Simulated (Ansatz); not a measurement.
**TiMnClO4: relaxing the atoms in a fixed cell**

The start is TiMnClO4, a known structure type filled with other elements, at an estimated volume. Where does it settle when we relax the atoms in a fixed cell, and what is it like there?

All numbers below are computed with Ansatz 0.2.0 (DFT, PBE, with U_eff = 6.76 eV on Mn d, U_eff = 4.99 eV on Ti d, collinear spin, plane waves, PAW).

**1. The structure**

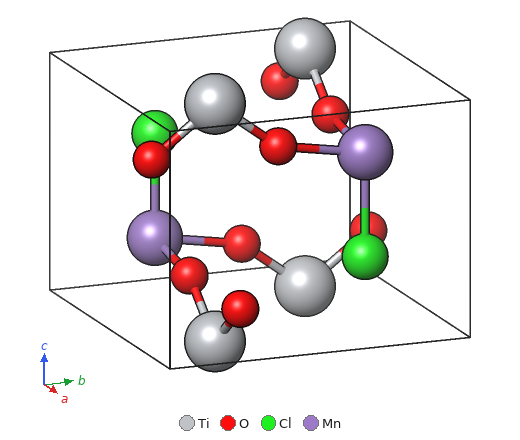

The cell, seen slightly off an axis (titanium light grey, oxygen red, chlorine green, manganese light purple).

The structure is tetragonal, space group P4/nmm (No. 129). The conventional cell has a = 6.633 Å, b = 6.633 Å, c = 5.049 Å, α = 90.00°, β = 90.00°, γ = 90.00°. Around Ti (site symmetry -4m2) lie 4 O at 1.74 Å. O (site symmetry m) has 1 Ti at 1.74 Å and 1 Mn at 1.95 Å as nearest neighbours. Cl (site symmetry 4mm) is surrounded by 1 Mn at 2.22 Å. Mn (site symmetry 4mm) is surrounded by 4 O at 1.95 Å and 1 Cl at 2.22 Å.

The coordinates stand in the input below.

It starts from an earlier solution of the starting cell (checkpoint.read).

**2. The walk to rest**

The input, input.yaml:

```yaml
crystal:
  lattice:
    - [6.632995, 0.0, 0.0]
    - [0.0, 6.632995, 0.0]
    - [0.0, 0.0, 5.04918895]
  atoms:
    - { symbol: Ti, position: [0.75, 0.25, 0.0] }
    - { symbol: Ti, position: [0.25, 0.75, 0.0] }
    - { symbol: O, position: [0.25, 0.9608, 0.2067] }
    - { symbol: O, position: [0.5392, 0.25, 0.2067] }
    - { symbol: O, position: [0.25, 0.5392, 0.2067] }
    - { symbol: O, position: [0.9608, 0.25, 0.2067] }
    - { symbol: O, position: [0.75, 0.0392, 0.7933] }
    - { symbol: O, position: [0.0392, 0.75, 0.7933] }
    - { symbol: O, position: [0.75, 0.4608, 0.7933] }
    - { symbol: O, position: [0.4608, 0.75, 0.7933] }
    - { symbol: Cl, position: [0.25, 0.25, 0.7091] }
    - { symbol: Cl, position: [0.75, 0.75, 0.2909] }
    - { symbol: Mn, position: [0.25, 0.25, 0.2704] }
    - { symbol: Mn, position: [0.75, 0.75, 0.7296] }
kpoints:
  mp_grid: { grid: [4, 4, 5], shift: [0, 0, 0] }
magnetization:
  spin_polarized: true
scf:
  occupations: { method: fermi_dirac }
  lower_state_search: "off"
hamiltonian:
  pseudopotentials: { kind: paw }
  xc: pbe
  hubbard:
    projectors: all-electron-ortho-atomic
    sites:
      - { species: Mn, l: d, u_eff: 6.76 }
      - { species: Ti, l: d, u_eff: 4.99 }
basis:
  ecutwfc: 420
  fft_grid_basis: typed
relax:
  max_steps: 40
  f_tol: 0.03
output:
  forces: true
  stress: true
  eigenvalues: true
  bader: true
  populations: true
  elf: true
  write_potential: true
  volumetric_format: npy
  dos:
    e_range: [-12, 8]
    de: 0.05
    projected: { site_lists: { Cl: [Cl], Mn: [Mn], O: [O], Ti: [Ti] } }
checkpoint:
  read: saved_state
```

The run is started by

```bash
$ ansatz run input.yaml --threads 2 --pin off --max-ram 4096MiB --backend cpu --events-out ev --progress --plain --runs-dir out
```

Before running it: what results should come out? Wanted: moves; energy gained; largest move; pressure left in the fixed cell; character; gap of spin down; Bader charges; net moment; largest moment.

As calculated:

```
                                                 quantity                                    value
                                                    moves                                        5
                                            energy gained                           101.0 meV/atom
                                             largest move                              0.16 Å (Cl)
                     space group (0.01 Å), before / after                          P4/nmm / P4/nmm
                          pressure left in the fixed cell                                  2.9 GPa
                                                character                               half-metal
density of states, mean within 0.25 eV of the Fermi level                       10 per eV per cell
                                         gap of spin down                                  4.39 eV
                                            Bader charges  Ti +2.32, O -0.93, Cl -0.46, Mn +1.86 e
                                               net moment                         4.05 μB per cell
                                           largest moment              3.80 μB on Mn (Bader basin)
```

What this shows: In the fixed cell the largest move of an atom is 0.16 Å; the energy fell by 101.0 meV per atom. The fixed cell still holds a mean pressure of 2.9 GPa, so it would expand if let free. The run held to 16 symmetry operations, so a lower structure without them is not ruled out. It is a half-metal: only one spin has states at the Fermi level; within 0.25 eV of the Fermi level the density of states averages 10 per eV per cell, mostly O p (76 %) and Cl p (18 %). Ti loses most charge (+2.32 e on average) and O gains most (-0.93 e). The moments, up to 3.80 μB on Mn, are partly compensated: the net moment is 4.05 μB per cell against 12.34 μB of absolute spin density.

Keep in mind: one start, so the state may not be the lowest; the SCF threshold is loose for a stress.
